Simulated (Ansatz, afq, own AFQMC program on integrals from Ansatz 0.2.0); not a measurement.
# BSiC (doublet): AFQMC on the coupled-cluster ladder at angle B1–C2–Si3 = 180.0°, cc-pVDZ, part 2 of 2

Ansatz 0.2.0, Gaussian basis, and an in-house AFQMC program (afq) on its integrals; all values are calculated; cc-pVDZ, frozen cores. The steps go on from the part before.

### 12 Free-projection AFQMC, CISD trial on UHF

It reads the integrals that the CCSD(T) run on this determinant wrote.

Command:

```sh
$ afq ham --method free --trial cisd --walkers 60 --time-step 0.03 --max-blocks 80 --target-error 0.0004 --factor-cut 1e-05 --seed 2536 --times 0,0.21,0.42,0.81,1.2,1.8,2.4,3 --taylor-order 8
```

Standard output:

```text
orbitals 39  electrons 6 5  factors 297 of 453
reference energy -351.32259059 Eh
CCSD correlation -0.26841139 Eh in 15 cycles, weight of the determinant in the CISD state 0.8010
repeat  energy at the last time / Eh  error
    10  -351.611706  0.003112
    20  -351.611548  0.002055
    30  -351.611189  0.001697
    40  -351.611025  0.001860
    50  -351.610872  0.001538
    60  -351.610300  0.001287
    70  -351.610616  0.001169
    80  -351.610300  0.001049
time / (1/Eh)  energy / Eh  error  mean overlap
  0.00  -351.590742  0.000300  1.2471
  0.21  -351.597495  0.000421  1.2503
  0.42  -351.601365  0.000412  1.2484
  0.81  -351.606048  0.000443  1.2423
  1.20  -351.608221  0.000641  1.2513
  1.80  -351.607855  0.000771  1.2938
  2.40  -351.610417  0.000943  1.2950
  3.00  -351.610300  0.001049  1.3302
energy -351.610300 +/- 0.001049 Eh
```

Wall time 3 min (1 thread of AMD EPYC 9R45 (Zen 5), shared host); peak memory 0.31 GiB.

Energy -9567.8037 ± 0.0285 eV. Caveats: remainder of the start not in the error; start is not spin pure; error above the target.

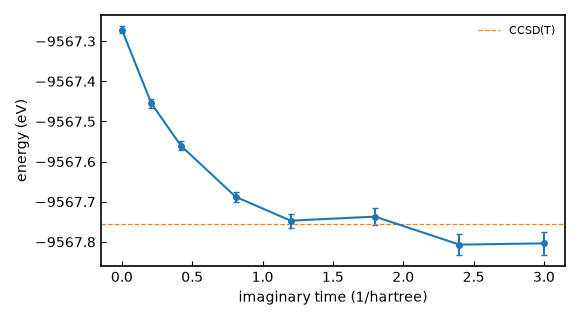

Energy against projection time, with error bars.

### 13 CCSD(T) on ROHF

in.yaml reads:

```yaml
crystal:
  periodic: [false, false, false]
  atoms:
    - {symbol: B, position_ang: [0.000000, 0.000000, -1.472133]}
    - {symbol: C, position_ang: [0.000000, 0.000000, -0.102133]}
    - {symbol: Si, position_ang: [0.000000, 0.000000, 1.574267]}
basis:
  gaussian: {orbitals: cc-pVDZ}
magnetization: {spin_polarized: false, initial_magnetization: 1}
correlation: {method: ccsd_t, electrons: outside_noble_gas, hamiltonian_folder: ham}
```

Command:

```sh
$ ansatz run in.yaml --threads 1 --pin off --events-out ev --progress --plain --max-ram 1843MiB
```

Standard output, shortened:

```text
Functional definition: HF
  name "HF"
  cite "Fock, Z. Phys. 61, 126 (1930) doi:10.1007/BF01340294"
  parent pbe
[...]
453 factors; integrals over basis functions are off by at most 8.6e-4 eV
[...]
mean field -9559.78802355 eV, -351.3157300086 hartree, gradient 2.6e-6 eV, S^2 0.750000; 3 other end points of the search recorded, 0 dependent functions left out
[...]
determinant -9559.78802355 eV, -351.3157300086 hartree, with singles and doubles -9567.26792682 eV, -351.5906113836 hartree
determinant -9558.11165924 eV, -351.2541247562 hartree, with singles and doubles -9565.34056176 eV, -351.5197820239 hartree
7 core orbitals not correlated: weight in the atoms' cores, before any rotation towards them, 1.000 or more for the frozen orbitals, at most 0.000 for the correlated occupied ones
reference -9559.78802355 eV, -351.3157300086 hartree; 6, 5 occupied and 33, 34 virtual orbitals, 453 factors
second order -6.91266280 eV of doubles, -0.03058342 eV of singles
cycle   1  -7.48073517 eV  change   -8.3e-4 eV  update   2.3e-3
[...]
cycle   9  -7.48268963 eV  change    4.4e-6 eV  update   7.5e-6
perturbative correction -0.51977865 eV, -0.0191015132 hartree
Total energy: -9567.79049184 eV, -351.6098152938 hartree
```

It took 1.4 s on 1 thread of AMD EPYC 9R45 (Zen 5), shared host; peak memory 0.31 GiB.

From the report: correlation -8.0025 eV; T1 0.034; largest double amplitude 0.07.

This run also writes the integrals to the folder ham.

### 14 CCSDT(Q) on ROHF

Edit in.yaml of step 13 so:

```diff
@@ -9,2 +9,2 @@
 magnetization: {spin_polarized: false, initial_magnetization: 1}
-correlation: {method: ccsd_t, electrons: outside_noble_gas, hamiltonian_folder: ham}
+correlation: {method: ccsdt_q, electrons: outside_noble_gas}
```

The command is unchanged.

Standard output, shortened:

```text
Functional definition: HF
  name "HF"
  cite "Fock, Z. Phys. 61, 126 (1930) doi:10.1007/BF01340294"
  parent pbe
[...]
838 factors; integrals over basis functions are off by at most 1.4e-7 eV
[...]
mean field -9559.78807150 eV, -351.3157317704 hartree, gradient 2.6e-6 eV, S^2 0.750000; 3 other end points of the search recorded, 0 dependent functions left out
[...]
determinant -9559.78807150 eV, -351.3157317704 hartree, with singles and doubles -9567.26798244 eV, -351.5906134274 hartree
determinant -9558.11169978 eV, -351.2541262462 hartree, with singles and doubles -9565.34061439 eV, -351.5197839583 hartree
7 core orbitals not correlated: weight in the atoms' cores, before any rotation towards them, 1.000 or more for the frozen orbitals, at most 0.000 for the correlated occupied ones
reference -9559.78807150 eV, -351.3157317704 hartree; 6, 5 occupied and 33, 34 virtual orbitals, 838 factors
second order -6.91268189 eV of doubles, -0.03058351 eV of singles
cycle   1  -7.04867265 eV  change   -1.0e-1 eV  update   1.4e-1
[...]
cycle  24  -8.04027904 eV  change   -5.0e-7 eV  update   1.0e-6
perturbative correction -0.04951370 eV, -0.0018195951 hartree
Total energy: -9567.87786424 eV, -351.6130261703 hartree
```

Wall time 17 s (1 thread of AMD EPYC 9R45 (Zen 5), shared host); peak memory 0.48 GiB.

From the report: correlation -8.0898 eV; T1 0.036; largest double amplitude 0.10.

### 15 Phaseless AFQMC, CISD trial on ROHF

It reads the integrals that the CCSD(T) run on this determinant wrote.

Command:

```sh
$ afq ham --method phaseless --trial cisd --walkers 60 --populations 1 --least-time 40 --time-step 0.005 --steps-per-block 50 --equilibration-blocks 28 --max-blocks 300 --target-error 0.0004 --factor-cut 1e-05 --start spin_pure --seed 3529 --release-times 0.24,0.51,0.99,1.62,2.4 --release-step 0.03 --release-every 4 --taylor-order 6
```

Standard output:

```text
orbitals 39  electrons 6 5  factors 297 of 453
reference energy -351.31573001 Eh
CCSD correlation -0.27498389 Eh in 15 cycles, weight of the determinant in the CISD state 0.8267
energy of the start -351.590714 Eh
 block  time / (1/Eh)  mean weight  energy / Eh
     1     0.250  0.9995  -351.585898
     2     0.500  1.0006  -351.589782
     3     0.750  1.0007  -351.591732
     4     1.000  1.0006  -351.593869
     5     1.250  0.9990  -351.598302
     6     1.500  0.9990  -351.595854
     7     1.750  0.9998  -351.596086
     8     2.000  0.9993  -351.597684
     9     2.250  0.9996  -351.601949
    10     2.500  0.9990  -351.609069
    17     4.250  1.0010  -351.648517
    25     6.250  0.9999  -351.612206
    33     8.250  0.9975  -351.608344
    41    10.250  1.0001  -351.604321
    49    12.250  1.0000  -351.613491
    57    14.250  1.0000  -351.600610
    65    16.250  0.9995  -351.610006
    73    18.250  1.0011  -351.604128
    81    20.250  1.0001  -351.601259
    89    22.250  1.0009  -351.601569
    97    24.250  0.9982  -351.601112
   105    26.250  0.9989  -351.613496
   113    28.250  0.9990  -351.612681
   121    30.250  0.9994  -351.628953
   129    32.250  0.9986  -351.602188
   137    34.250  0.9990  -351.609742
   145    36.250  1.0024  -351.622262
   153    38.250  1.0006  -351.607721
   161    40.250  1.0012  -351.617792
   169    42.250  0.9994  -351.614433
   177    44.250  0.9993  -351.612749
   185    46.250  0.9993  -351.603766
   193    48.250  0.9980  -351.601127
   201    50.250  0.9997  -351.622035
   209    52.250  0.9993  -351.615055
   217    54.250  1.0002  -351.613067
   225    56.250  0.9985  -351.608401
   233    58.250  0.9988  -351.609817
   241    60.250  0.9975  -351.602190
   249    62.250  1.0004  -351.619234
   257    64.250  1.0004  -351.614899
   265    66.250  1.0005  -351.605626
   273    68.250  0.9998  -351.627157
   281    70.250  0.9989  -351.610993
   289    72.250  1.0006  -351.615974
   297    74.250  0.9996  -351.606033
   305    76.250  1.0007  -351.608781
   313    78.250  1.0012  -351.601887
   321    80.250  0.9997  -351.599380
blocks merged  error / Eh  count
     1  0.000485  300
     2  0.000594  150
     4  0.000734  75
     8  0.000895  37
    16  0.001063  18
    32  0.001270  9
released: time / (1/Eh)  energy / Eh  error  mean overlap
  0.24  -351.612231  0.001065  1.0008
  0.51  -351.612726  0.000867  0.9875
  0.99  -351.613264  0.000900  0.9788
  1.62  -351.611735  0.001159  1.0100
  2.40  -351.613664  0.001799  1.0291
energy -351.610329 +/- 0.001063 Eh
```

Run time: 5.1 min. Hardware: 1 thread of AMD EPYC 9R45 (Zen 5), shared host; peak memory 0.35 GiB.

Energy -9567.8045 ± 0.0289 eV. Caveats: constraint bias not in the error; error above the target.

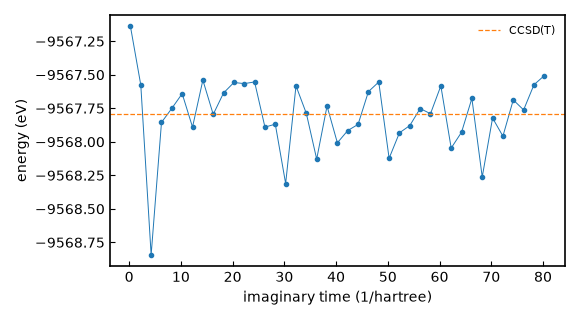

Block energies along the walk.

### 16 Phaseless AFQMC, single-determinant trial on ROHF

It reads the integrals that the CCSD(T) run on this determinant wrote.

Command:

```sh
$ afq ham --method phaseless --trial hf --walkers 120 --populations 1 --least-time 40 --time-step 0.005 --steps-per-block 20 --equilibration-blocks 112 --max-blocks 600 --target-error 0.0012000000000000001 --factor-cut 1e-05 --start spin_pure --seed 9759 --taylor-order 6
```

Standard output:

```text
orbitals 39  electrons 6 5  factors 297 of 453
reference energy -351.31573001 Eh
CCSD correlation -0.27498389 Eh in 15 cycles, weight of the determinant in the CISD state 0.8267
energy of the start -351.315730 Eh
 block  time / (1/Eh)  mean weight  energy / Eh
     1     0.100  1.0013  -351.362280
     2     0.200  1.0009  -351.405468
     3     0.300  1.0010  -351.429867
     4     0.400  1.0026  -351.443631
     5     0.500  1.0024  -351.473144
     6     0.600  1.0013  -351.485787
     7     0.700  1.0015  -351.497189
     8     0.800  1.0021  -351.511088
     9     0.900  1.0002  -351.515588
    10     1.000  0.9985  -351.525837
    18     1.800  0.9996  -351.602357
    35     3.500  1.0000  -351.583966
    52     5.200  1.0001  -351.583346
    69     6.900  0.9985  -351.622472
    86     8.600  1.0004  -351.595072
   103    10.300  1.0013  -351.593341
   120    12.000  1.0007  -351.589614
   137    13.700  1.0006  -351.622473
   154    15.400  1.0009  -351.604511
   171    17.100  1.0007  -351.605502
   188    18.800  1.0002  -351.601778
   205    20.500  0.9996  -351.610393
   222    22.200  0.9984  -351.598076
   239    23.900  1.0007  -351.600530
   256    25.600  0.9902  -351.591245
   273    27.300  1.0009  -351.593515
   290    29.000  1.0011  -351.637685
   307    30.700  1.0006  -351.657563
   324    32.400  0.9982  -351.588976
   341    34.100  0.9994  -351.639521
   358    35.800  0.9998  -351.609113
   375    37.500  1.0008  -351.638856
   392    39.200  1.0012  -351.597720
   409    40.900  0.9992  -351.607107
   426    42.600  1.0001  -351.629612
   443    44.300  0.9988  -351.569139
   460    46.000  1.0005  -351.584063
   477    47.700  0.9994  -351.571953
   494    49.400  1.0005  -351.591090
   511    51.100  0.9990  -351.575317
   528    52.800  0.9978  -351.625826
   545    54.500  1.0035  -351.592660
   562    56.200  1.0000  -351.589789
   579    57.900  1.0007  -351.608205
   596    59.600  1.0011  -351.564049
   613    61.300  1.0000  -351.595679
   630    63.000  0.9984  -351.666758
   647    64.700  1.0003  -351.614561
   664    66.400  1.0010  -351.627322
   681    68.100  1.0031  -351.611883
   698    69.800  1.0000  -351.604498
blocks merged  error / Eh  count
     1  0.001042  600
     2  0.001381  300
     4  0.001832  150
     8  0.002229  75
    16  0.002781  37
    32  0.003071  18
    64  0.002983  9
energy -351.605451 +/- 0.003071 Eh
```

Run time: 2.5 min. Hardware: 1 thread of AMD EPYC 9R45 (Zen 5), shared host; peak memory 0.35 GiB.

Energy -9567.6717 ± 0.0836 eV. Caveats: constraint bias not in the error; error above the target.

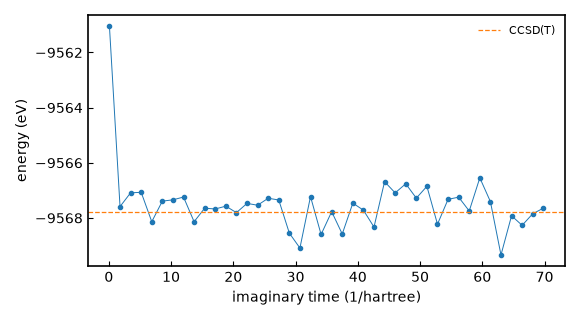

Block energies along the walk.

### 17 Free-projection AFQMC, CISD trial on ROHF

It reads the integrals that the CCSD(T) run on this determinant wrote.

Command:

```sh
$ afq ham --method free --trial cisd --walkers 60 --time-step 0.03 --max-blocks 80 --target-error 0.0004 --factor-cut 1e-05 --seed 2536 --times 0,0.21,0.42,0.81,1.2,1.8,2.4,3 --taylor-order 8
```

Standard output:

```text
orbitals 39  electrons 6 5  factors 297 of 453
reference energy -351.31573001 Eh
CCSD correlation -0.27498389 Eh in 15 cycles, weight of the determinant in the CISD state 0.8267
repeat  energy at the last time / Eh  error
    10  -351.614308  0.003411
    20  -351.610230  0.002508
    30  -351.611555  0.002077
    40  -351.611529  0.001740
    50  -351.611058  0.001418
    60  -351.610331  0.001227
    70  -351.610529  0.001147
    80  -351.610557  0.001050
time / (1/Eh)  energy / Eh  error  mean overlap
  0.00  -351.590429  0.000261  1.2083
  0.21  -351.597149  0.000341  1.2238
  0.42  -351.601590  0.000358  1.2206
  0.81  -351.605692  0.000444  1.2336
  1.20  -351.608231  0.000713  1.2331
  1.80  -351.608435  0.000692  1.2722
  2.40  -351.610371  0.000912  1.2928
  3.00  -351.610557  0.001050  1.3171
energy -351.610557 +/- 0.001050 Eh
```

Wall time 3 min (1 thread of AMD EPYC 9R45 (Zen 5), shared host); peak memory 0.35 GiB.

Energy -9567.8107 ± 0.0286 eV. Caveats: remainder of the start not in the error; error above the target.

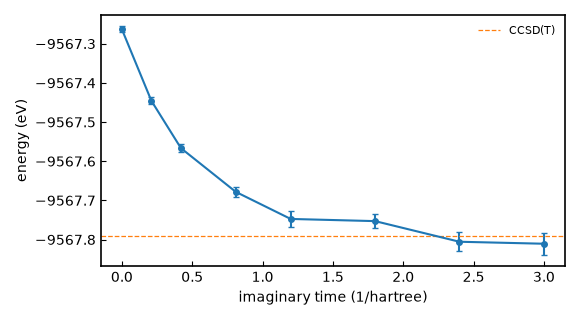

Energy against projection time, with error bars.

### 18 AFQMC on the ladder

On the UHF determinant, counted from CCSDT(Q) (a yardstick, not exact):

```
                                                             level  energy (eV)  from CCSDT(Q) (meV)  statistical error (meV)     time
                                                                HF   -9559.9747              +7917.0                                  
                                                               MP2   -9566.5563              +1335.4                                  
                                                              CCSD   -9567.2786               +613.2                                  
                                                           CCSD(T)   -9567.7558               +135.9                                  
                                                          CCSDT(Q)   -9567.8917                  0.0                                  
Phaseless AFQMC, single-determinant trial, step 0.005, 120 walkers   -9567.9051                -13.4                     81.9  2.6 min
          Free-projection AFQMC, CISD trial, step 0.03, 60 walkers   -9567.8037                +88.0                     28.5    3 min
```

On the ROHF determinant, counted from CCSDT(Q) (a yardstick, not exact):

```
                                                             level  energy (eV)  from CCSDT(Q) (meV)  statistical error (meV)     time
                                                                HF   -9559.7880              +8089.8                                  
                                                               MP2   -9566.7313              +1146.6                                  
                                                              CCSD   -9567.2707               +607.2                                  
                                                           CCSD(T)   -9567.7905                +87.4                                  
                                                          CCSDT(Q)   -9567.8779                  0.0                                  
               Phaseless AFQMC, CISD trial, step 0.005, 60 walkers   -9567.8045                +73.4                     28.9  5.1 min
Phaseless AFQMC, single-determinant trial, step 0.005, 120 walkers   -9567.6717               +206.1                     83.6  2.5 min
          Free-projection AFQMC, CISD trial, step 0.03, 60 walkers   -9567.8107                +67.2                     28.6    3 min
```

The functionals' totals stand on their own zeros and serve differences with other points: PBE -9579.139 eV; r2SCAN -9583.764 eV; PBE0 -9579.866 eV; B3LYP -9586.141 eV; wB97M-V -9584.426 eV; B2PLYP -9580.381 eV.

### 19 Outcome

What follows sums up all 2 parts.

| quantity | value |
| --- | --- |
| CCSD(T) on UHF from CCSDT(Q) | +135.9 meV |
| Phaseless AFQMC, single-determinant trial on UHF from CCSDT(Q) | -13.4 ± 81.9 meV |
| Free-projection AFQMC, CISD trial on UHF from CCSDT(Q) | +88.0 ± 28.5 meV |
| CCSD(T) on ROHF from CCSDT(Q) | +87.4 meV |
| Phaseless AFQMC, CISD trial on ROHF from CCSDT(Q) | +73.4 ± 28.9 meV |
| Phaseless AFQMC, single-determinant trial on ROHF from CCSDT(Q) | +206.1 ± 83.6 meV |
| Free-projection AFQMC, CISD trial on ROHF from CCSDT(Q) | +67.2 ± 28.6 meV |

What this shows: Free projection has no constraint; at the last time it gives +88.0 ± 28.5 meV, and from a start that isn't spin pure other spins can mix in. On ROHF the phaseless walk with the CISD trial lies +73.4 meV from CCSDT(Q), within three error bars. Free projection has no constraint; at the last time it gives +67.2 ± 28.6 meV. Error bars are statistical and leave out the constraint, the time step and what remains of the start.
